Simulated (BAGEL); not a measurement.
**ZnAlH2OF (SMILES [OH][Al]([F])[ZnH]): HF/cc-pVDZ (density fitting with qzvpp-jkfit)**

Aim: the vertical singlet–triplet gap of ZnAlH2OF at HF/cc-pVDZ (density fitting with qzvpp-jkfit), from 2 runs. 

The calculation is run with BAGEL 1.2.2.

7 further runs of the same task are left out: 1 for a known fault of the program, 4 that didn't finish, 2 set aside as unsound or not needed. Runs told in other sessions of the task aren't counted.

## Step 1: Starting point

ZnAlH2OF has 6 atoms, charge 0, and is taken as a singlet. As SMILES, `[OH][Al]([F])[ZnH]`. The shape comes from GFN2-xTB, which is rough for such elements, and wasn't checked as a minimum. This is one conformer, not always the lowest.

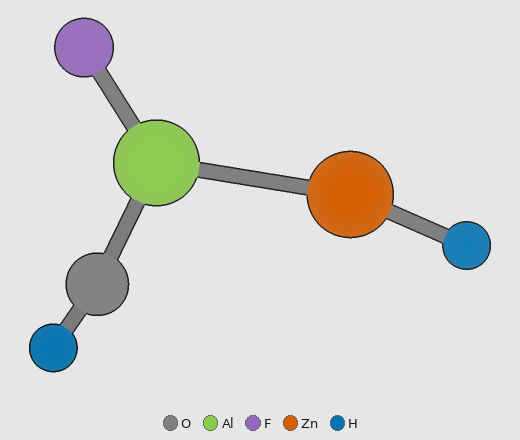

The structure, seen from a chosen angle (oxygen grey, aluminium green, fluorine purple, zinc orange, hydrogen blue).

## Step 2: The energy at HF/cc-pVDZ (density fitting with qzvpp-jkfit)

Contents of job.json:

```json
{ "bagel" : [

{
  "title" : "molecule",
  "basis" : "cc-pvdz.json",
  "df_basis" : "qzvpp-jkfit",
  "angstrom" : true,
  "geometry" : [
    { "atom" : "O", "xyz" : [    1.198100,   -0.311620,   -0.919510 ] },
    { "atom" : "Al", "xyz" : [    0.340040,   -0.597180,    0.469270 ] },
    { "atom" : "F", "xyz" : [    0.815050,   -1.750290,    1.578970 ] },
    { "atom" : "Zn", "xyz" : [   -1.537470,    0.910290,    0.446940 ] },
    { "atom" : "H", "xyz" : [    1.777780,   -0.251640,   -1.668940 ] },
    { "atom" : "H", "xyz" : [   -2.593500,    2.000440,    0.093270 ] }
  ]
},
{ "title" : "hf" },
{ "title" : "print", "file" : "orbitals.molden", "orbitals" : true }

]}
```

The basis set cc-pVDZ is read from a file made from the Basis Set Exchange's data (not shown).

Run with:

```sh
$ BAGEL_NUM_THREADS=1 BAGEL job.json > job.out
```

Output:

```text
* using 1 threads per process

  ===============================================================
  ===============================================================

  *** Geometry ***

  { "atom" : "O", "xyz" : [      2.264081,     -0.588876,     -1.737622 ] },
  { "atom" : "Al", "xyz" : [      0.642582,     -1.128507,      0.886792 ] },
  { "atom" : "F", "xyz" : [      1.540221,     -3.307569,      2.983821 ] },
  { "atom" : "Zn", "xyz" : [     -2.905397,      1.720199,      0.844594 ] },
  { "atom" : "H", "xyz" : [      3.359517,     -0.475531,     -3.153840 ] },
  { "atom" : "H", "xyz" : [     -4.901005,      3.780284,      0.176255 ] },

  Number of auxiliary basis functions:      582

  Since a DF basis is specified, we compute 2- and 3-index integrals:
    o Being stored without compression. Storage requirement is 0.046 GB

  Number of basis functions:       99
  Number of electrons      :       62

    * METHOD: MOLECULE                             0.40

  *** RHF ***

  === Nuclear Repulsion ===
   272.1330508432

      * DIIS with orbital gradients will be used.

  === RHF iteration (cc-pvdz.json) ===
      0      -2194.96563562          0.01812827           0.15
      1      -2195.16700815          0.01452033           0.14
      2      -2195.33761790          0.00164506           0.14
      3      -2195.33964013          0.00127463           0.14
      4      -2195.34034365          0.00017172           0.14
      5      -2195.34037525          0.00004852           0.14
      6      -2195.34037820          0.00002150           0.14
      7      -2195.34037881          0.00000814           0.14
      8      -2195.34037889          0.00000276           0.14
      9      -2195.34037889          0.00000132           0.14
     10      -2195.34037889          0.00000080           0.14
     11      -2195.34037889          0.00000027           0.14
     12      -2195.34037889          0.00000009           0.14
     13      -2195.34037889          0.00000004           0.14
     14      -2195.34037889          0.00000002           0.14
     15      -2195.34037889          0.00000001           0.14
    * SCF iteration converged.

    * Permanent dipole moment:
           (   -0.047805,    -0.325072,     0.523581) a.u.

    * METHOD: HF                                   2.61

    * METHOD: PRINT                                0.02

  ===============================================================
```

Run time: 3.3 s. Hardware: 1 thread of Arm Neoverse V2, shared host; peak memory 0.17 GiB.

## Step 3: The triplet, same level

Contents of calc.json:

```json
{ "bagel": [

{
  "title": "molecule",
  "basis": "cc-pvdz.json",
  "df_basis": "qzvpp-jkfit",
  "angstrom": true,
  "geometry": [
    { "atom": "O", "xyz": [    1.198100,   -0.311620,   -0.919510 ] },
    { "atom": "Al", "xyz": [    0.340040,   -0.597180,    0.469270 ] },
    { "atom": "F", "xyz": [    0.815050,   -1.750290,    1.578970 ] },
    { "atom": "Zn", "xyz": [   -1.537470,    0.910290,    0.446940 ] },
    { "atom": "H", "xyz": [    1.777780,   -0.251640,   -1.668940 ] },
    { "atom": "H", "xyz": [   -2.593500,    2.000440,    0.093270 ] }
  ]
},
{
  "title": "uhf",
  "nopen": 2
},
{
  "title": "print",
  "file": "orbitals.molden",
  "orbitals": true
}

]}
```

The basis set cc-pVDZ is read from a file made from the Basis Set Exchange's data (not shown).

Run with:

```sh
$ BAGEL_NUM_THREADS=1 BAGEL calc.json > calc.out
```

Output:

```text
* using 1 threads per process

  ===============================================================
  ===============================================================

  *** Geometry ***

  { "atom" : "O", "xyz" : [      2.264081,     -0.588876,     -1.737622 ] },
  { "atom" : "Al", "xyz" : [      0.642582,     -1.128507,      0.886792 ] },
  { "atom" : "F", "xyz" : [      1.540221,     -3.307569,      2.983821 ] },
  { "atom" : "Zn", "xyz" : [     -2.905397,      1.720199,      0.844594 ] },
  { "atom" : "H", "xyz" : [      3.359517,     -0.475531,     -3.153840 ] },
  { "atom" : "H", "xyz" : [     -4.901005,      3.780284,      0.176255 ] },

  Number of auxiliary basis functions:      582

  Since a DF basis is specified, we compute 2- and 3-index integrals:
    o Being stored without compression. Storage requirement is 0.046 GB

  Number of basis functions:       99
  Number of electrons      :       62

    * METHOD: MOLECULE                             0.41

  *** Open-shell HF ***

  === Nuclear Repulsion ===
   272.1330508432

      * DIIS with orbital gradients will be used.

  === UHF iteration (cc-pvdz.json) ===
      0      -2194.71271034          0.03474017           0.27
      1      -2194.86424559          0.03858626           0.28
      2      -2195.00641562          0.02638800           0.28
      3      -2195.16437931          0.00489852           0.28
      4      -2195.17278443          0.00284320           0.28
      5      -2195.17910036          0.00137822           0.28
      6      -2195.18393804          0.00093996           0.28
      7      -2195.18574607          0.00082805           0.29
      8      -2195.18757116          0.00077237           0.28
      9      -2195.18908558          0.00074598           0.29
[... 65 lines of this table left out ...]
     75      -2195.18984424          0.00000003           0.31
     76      -2195.18984424          0.00000002           0.25
     77      -2195.18984424          0.00000001           0.25
     78      -2195.18984424          0.00000001           0.25
    * SCF iteration converged.

    * S^2 (UHF) is 2.0064

    * Permanent dipole moment:
           (   -1.020810,     0.220627,     0.849894) a.u.

    * METHOD: UHF                                 22.49

    * METHOD: PRINT                                0.02

  ===============================================================
```

It took 23 s on 1 thread of Arm Neoverse V2, shared host; peak memory 0.17 GiB.

## Step 4: What came out

Level: HF/cc-pVDZ (density fitting with qzvpp-jkfit).

| quantity | value |
| --- | --- |
| singlet: total energy | -2195.34038 Eh |
| singlet: dipole moment | 1.57 D |
| singlet: HOMO energy | -9.47 eV |
| singlet: LUMO energy | 0.71 eV |
| singlet: HOMO–LUMO gap | 10.18 eV |
| triplet: total energy | -2195.18984 Eh |
| triplet: dipole moment | 3.42 D |
| triplet: ⟨S²⟩ | 2.006 |
| vertical energy of the triplet above the singlet | 4.096 eV |

In words: At this shape the triplet lies 4.10 eV (395 kJ/mol) above the singlet.
